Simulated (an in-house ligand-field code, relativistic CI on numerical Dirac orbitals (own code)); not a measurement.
# d1 to d5 in a ligand field: terms by electron count

Which terms of d1 to d5 lie lowest for given Racah parameters and ligand field?

The numbers are computed with an in-house ligand-field code version 1 (parametric ligand-field model of a d^n configuration (Racah B and C, spin-orbit zeta, crystal field), exact diagonalisation), except any that are marked as measured or tabulated.

## Step 1: The atom as given

```
shell        : d1 to d5
set 1 (cm⁻¹) : d1: B = 730, C = 3550, Td, 10Dq = -3800
set 2 (cm⁻¹) : d2: B = 730, C = 3550, Td, 10Dq = -3800
set 3 (cm⁻¹) : d3: B = 730, C = 3550, Td, 10Dq = -3800
set 4 (cm⁻¹) : d4: B = 730, C = 3550, Td, 10Dq = -3800
set 5 (cm⁻¹) : d5: B = 730, C = 3550, Td, 10Dq = -3800
```

## Step 2: Set 1

Settings, as recorded:

```ini
n = 1
racah_B = 730  # cm-1
racah_C = 3550  # cm-1
zeta = 0  # cm-1
symmetry = Td
field = {"10Dq": -3800}  # cm-1
```

Launch:

```bash
python run_levels.py task.json out
```

task.json lists these runs, among others, and the program works through them in turn.

Main fields of the result record, rounded:

```text
{
  "status": "converged",
  "terms [E_cm, degeneracy, irrep, S, n_eg]": [
    [0, 4, "E", 0.5, 1],
    [3800, 6, "T2", 0.5, 8.142e-16]
  ],
  "n_levels_all": 2
}
```

Run time: 0.076 s. Hardware: 1 thread of Intel Xeon 6975P-C, shared host.

## Step 3: Set 2

Settings: those of step 2 with these lines changed.

```diff
@@ -1,2 +1,2 @@
-n = 1
+n = 2
 racah_B = 730  # cm-1
```

Result record:

```text
{
  "status": "converged",
  "terms [E_cm, degeneracy, irrep, S, n_eg]": [
    [0, 3, "A2", 1, 2],
    [3800, 9, "T2", 1, 1],
    [6581.2406, 9, "T1", 1, 0.3493],
    [12232.421, 2, "E", 0, 1.855],
    [15610.147, 3, "T2", 0, 0.8336],
    [15768.759, 9, "T1", 1, 0.6507],
    [18388.13, 1, "A1", 0, 1.457],
    [19660, 3, "T1", 0, 1],
    [21977.579, 2, "E", 0, 0.1452],
    [22399.853, 3, "T2", 0, 0.1664],
    [45981.87, 1, "A1", 0, 0.543]
  ],
  "n_levels_all": 11
}
```

Run time: 0.076 s. Hardware: 1 thread of Intel Xeon 6975P-C, shared host.

## Step 4: Set 3

Settings: those of step 3 with these lines changed.

```diff
@@ -1,2 +1,2 @@
-n = 2
+n = 3
 racah_B = 730  # cm-1
```

Result record:

```text
{
  "status": "converged",
  "terms [E_cm, degeneracy, irrep, S, n_eg]": [
    [0, 12, "T1", 1.5, 1.882],
    [3212.3872, 12, "T2", 1.5, 1],
    [7012.3872, 4, "A2", 1.5, 2.442e-15],
    [12004.665, 4, "E", 0.5, 2.732],
    [13574.774, 12, "T1", 1.5, 1.118],
    [14552.441, 6, "T1", 0.5, 1.856],
    [14596.166, 6, "T2", 0.5, 1.74],
    [16782.387, 2, "A1", 0.5, 1],
    [17921.056, 6, "T1", 0.5, 1.732],
    [19490.91, 6, "T2", 0.5, 1.26],
    [19675.31, 6, "T1", 0.5, 1.056],
    [20983.31, 4, "E", 0.5, 0.8202],
    [22700.16, 6, "T1", 0.5, 0.3702],
    [22911.137, 6, "T2", 0.5, 0.7626]
  ],
  "n_levels_all": 20
}
```

Wall time 0.12 s (1 thread of Intel Xeon 6975P-C, shared host).

## Step 5: Set 4

Settings: those of step 4 with these lines changed.

```diff
@@ -1,2 +1,2 @@
-n = 3
+n = 4
 racah_B = 730  # cm-1
```

Result record:

```text
{
  "status": "converged",
  "terms [E_cm, degeneracy, irrep, S, n_eg]": [
    [0, 15, "T2", 2, 2],
    [3800, 10, "E", 2, 1],
    [15037.281, 9, "T1", 1, 2.796],
    [16570.299, 9, "T2", 1, 2.366],
    [17975.565, 9, "T1", 1, 1.998],
    [19438.858, 6, "E", 1, 1.611],
    [19626.375, 9, "T2", 1, 2.162],
    [20374.376, 9, "T1", 1, 1.834],
    [20426.044, 1, "A1", 1.332e-15, 3.729],
    [22351.355, 9, "T2", 1, 1.438],
    [22442.766, 9, "T1", 1, 1.065],
    [22699.913, 3, "A2", 1, 1.23],
    [22957.022, 6, "E", 1, 1.275],
    [23054.628, 3, "T1", 2.22e-16, 2.868]
  ],
  "n_levels_all": 43
}
```

Run time: 0.25 s. Hardware: 1 thread of Intel Xeon 6975P-C, shared host.

## Step 6: Set 5

Settings: those of step 5 with these lines changed.

```diff
@@ -1,2 +1,2 @@
-n = 4
+n = 5
 racah_B = 730  # cm-1
```

Result record:

```text
{
  "status": "converged",
  "terms [E_cm, degeneracy, irrep, S, n_eg]": [
    [0, 6, "A1", 2.5, 2],
    [23182.6, 12, "T1", 1.5, 2.78],
    [24631.458, 12, "T2", 1.5, 2.234],
    [25050, 12, "A1+E", 1.5, 2],
    [29514.437, 12, "T2", 1.5, 2.284],
    [30160, 8, "E", 1.5, 2],
    [31635.066, 12, "T1", 1.5, 1.327],
    [33445.643, 6, "T2", 0.5, 3.422],
    [34919.653, 2, "A2", 0.5, 2.682],
    [35022.352, 6, "T1", 0.5, 2.651],
    [35558.961, 6, "T2", 0.5, 2.465],
    [36002.576, 4, "E", 0.5, 2.244],
    [36400.618, 2, "A1", 0.5, 2.016],
    [39222.502, 6, "T2", 0.5, 2.384]
  ],
  "n_levels_all": 42
}
```

It took 0.35 s on 1 thread of Intel Xeon 6975P-C, shared host.

## Step 7: Comparison

| set | 10Dq/B (size) | lowest | S | electrons in z² and x²-y² | first level of the same spin (cm⁻¹) |
| --- | --- | --- | --- | --- | --- |
| 1: Td, d1 | 5.2 | 2E | 0.50 | 1.00 | 2T2 3800 |
| 2: Td, d2 | 5.2 | 3A2 | 1.00 | 2.00 | 3T2 3800 |
| 3: Td, d3 | 5.2 | 4T1 | 1.50 | 1.88 | 4T2 3212 |
| 4: Td, d4 | 5.2 | 5T2 | 2.00 | 2.00 | 5E 3800 |
| 5: Td, d5 | 5.2 | 6A1 | 2.50 | 2.00 | - |

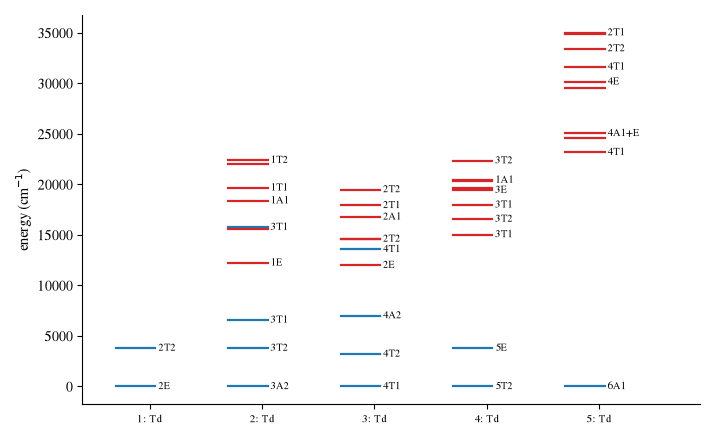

The lowest levels of each set; blue lies within 0.3 of the lowest level's S, red farther.

## Step 8: Results

| quantity | value |
| --- | --- |
| lowest terms | 1: 2E, 2: 3A2, 3: 4T1, 4: 5T2, 5: 6A1 |
| sets at their largest spin, of those that allow S over 1 | 3, 4, 5 |

5 of 5 sets have the highest spin that their shell allows. A negative 10Dq stands for a tetrahedral field. B, C and the field are free parameters here, not those of a compound.
